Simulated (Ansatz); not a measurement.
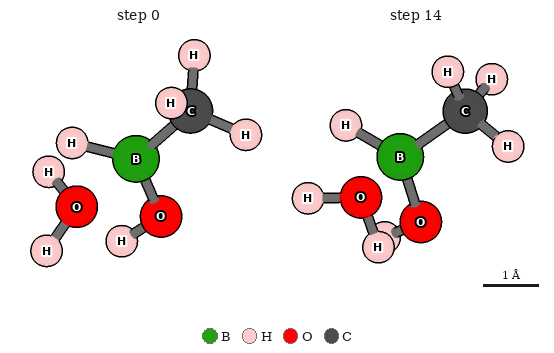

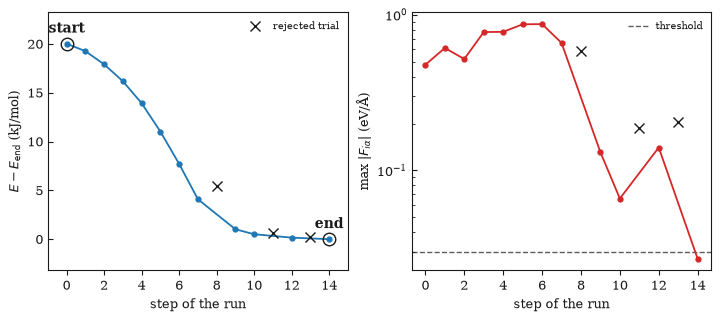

First and last geometry of a relaxation of CH7BO2, with the history of the run. The picture is a ball-and-stick view, seen from a free direction.

The run prepares an end point of a later path (reaction) calculation, from a guessed geometry.

All numbers below come from RKS LDA/def2-mTZVP in Ansatz 0.2.0.

The input:
```yaml
crystal:
  periodic: [false, false, false]
  atoms:
    - { symbol: B, position_ang: [-0.057794, -0.380529, -0.148597] }
    - { symbol: H, position_ang: [0.023845, -0.615562, 1.0296] }
    - { symbol: O, position_ang: [1.050251, -0.535875, -0.914862] }
    - { symbol: H, position_ang: [1.830665, -0.776096, -0.381896] }
    - { symbol: C, position_ang: [-1.40991, -0.047321, -0.818412] }
    - { symbol: H, position_ang: [-2.113887, -0.900641, -0.727506] }
    - { symbol: H, position_ang: [-1.896815, 0.805449, -0.313342] }
    - { symbol: H, position_ang: [-1.300717, 0.197876, -1.887766] }
    - { symbol: O, position_ang: [0.014843, 1.960356, 1.003057] }
    - { symbol: H, position_ang: [0.852127, 2.312494, 1.361231] }
    - { symbol: H, position_ang: [-0.163108, 1.15855, 1.560893] }
basis:
  gaussian: { orbitals: def2-mTZVP }
hamiltonian:
  xc: lda
relax:
  f_tol: 0.03
  max_steps: 50
```

Run as
```bash
ansatz run input.yaml --threads 2 --pin off --max-ram 3072MiB --backend cpu --events-out ev --progress --plain --runs-dir out
```

Did the run converge, and what did it change?

Answer. It converged. Over 11 accepted moves (14 points after the start) the energy falls by 20.0 kJ/mol. The largest force component goes from 0.48 to 0.027 eV/Å. The line search rejected the trial steps at points 8, 11, 13 of the run. The largest move after the best rigid fit is that of H10, 1.18 Å. By element the largest moves are H 1.18 Å, O 0.49 Å, B 0.39 Å, C 0.11 Å. Some distances before and after: B1–O9 2.610 → 1.813 Å, B1–O3 1.356 → 1.416 Å, B1–H2 1.204 → 1.225 Å, B1–C5 1.545 → 1.566 Å. Among the angles between lasting bonds that change: O3–B1–C5 119.7° → 115.1°, B1–C5–H7 110.7° → 113.2°, H2–B1–C5 121.7° → 119.6°. The run took 19 s on 2 threads of Arm Neoverse V1 (shared host), peak memory 0.13 GiB.
